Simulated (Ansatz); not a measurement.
**ZnSe: response to strain**

Take ZnSe in the zinc blende structure (space group F-43m, No. 216; a = 5.5675 Å) as the base.

Strains are applied to the cell and any free atomic positions relax.

Calculations: LDA (Ansatz, an electronic-structure program; PAW; 420 eV plane waves; no SOC).

Notes on the quantities. energy relative to the base: free energy F.

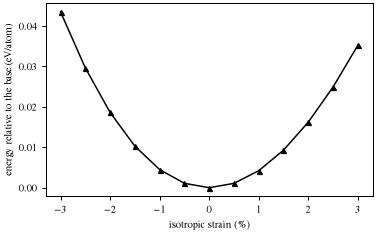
Figure. Energy relative to the base against isotropic strain

Task: From the plot, what is the energy relative to the base for isotropic strain +0.50 %?

Result: About 0.001 eV/atom.

Task: Is the trend monotonic over the range shown?

Result: No, it turns within the range, spanning 0 meV/atom to +44 meV/atom.

Whether these cells are dynamically stable was not tested.
